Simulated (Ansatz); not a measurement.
**AlBGeH4: density, localisation and related maps**

Input file:

```
crystal:
  periodic: [false, false, false]
  atoms:
    - {symbol: Al, position_ang: [-0.584844, 1.483540, 2.336379]}
    - {symbol: B, position_ang: [-1.460947, 1.012112, 0.580261]}
    - {symbol: Ge, position_ang: [-2.430345, -0.089312, 1.994366]}
    - {symbol: H, position_ang: [-0.387915, 1.657313, 0.466784]}
    - {symbol: H, position_ang: [-2.085288, 1.082593, -0.444048]}
    - {symbol: H, position_ang: [0.681065, 2.224747, 2.901849]}
    - {symbol: H, position_ang: [-1.228536, 0.160945, 3.255265]}
basis:
  gaussian:
    orbitals: def2-TZVPD
hamiltonian:
  xc: pbe0
output: {forces: true, orbitals: {seedname: orbitals}}
```

Launched as:

```sh
ansatz run input.yaml --threads 1 --pin off --max-ram 2610MiB --events-out events.jsonl --progress --plain --runs-dir runs
```

Geometry: PBE0-D3(BJ)/def2-SVP.

Level of theory: isolated molecule in a Gaussian basis; Kohn-Sham density functional theory, functional PBE0 (Ansatz 0.2.0).

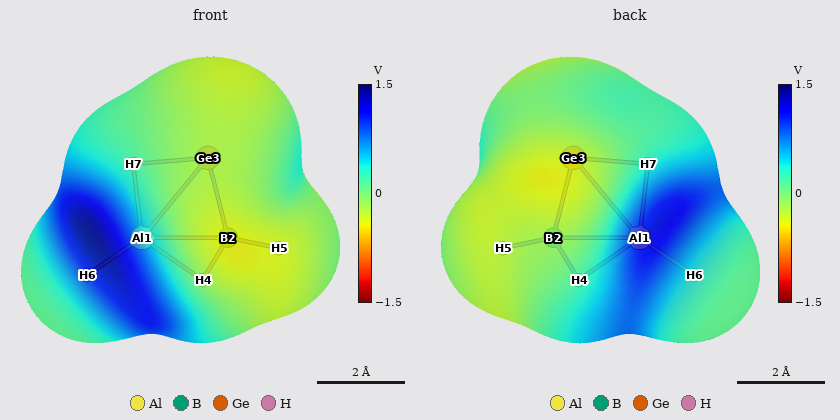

Figure 1. The molecular electrostatic potential painted on the density surface at 0.001 e/bohr³, seen from the front and from behind; the colour scale runs from red (negative) to blue (positive).

Question: Describe the electrostatic potential map.

Answer: The most negative region (about −0.4 V) lies over H5, the most positive (about +1.4 V) over Al1.

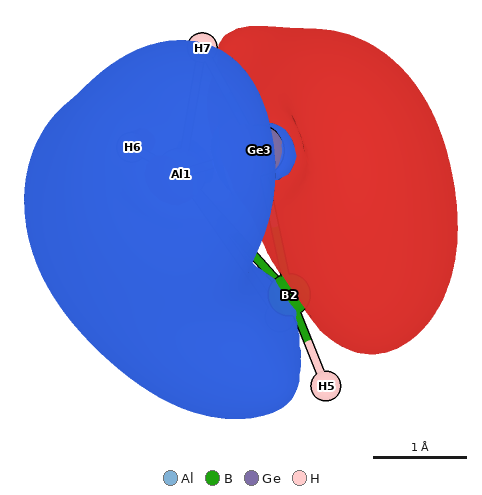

Figure 2. The HOMO at ±0.08 Å⁻³ᐟ² (red and blue are the two phases), seen at an oblique angle.

Question: What is the character of this orbital?

Answer: Its weight (Hirshfeld) is mainly on Ge3 (about 40 %), B2 (about 30 %) and Al1 (about 25 %). Its energy is −6.30 eV.

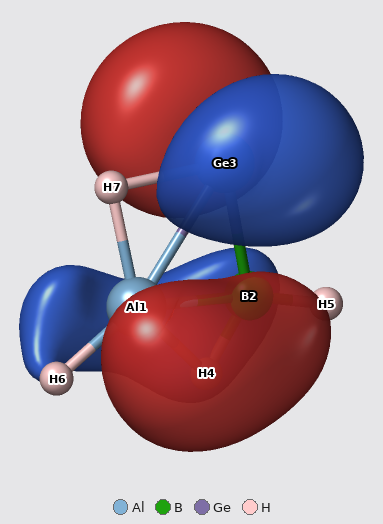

Figure 3. The LUMO at ±0.08 Å⁻³ᐟ² (blue and red are the two phases), seen at a tilt.

Question: Describe this orbital and give its energy.

Answer: It lies mainly on Ge3 (about 50 %), Al1 (about 25 %) and B2 (about 15 %); π-antibonding (π*) across Ge3–Al1. Its energy is −1.59 eV.
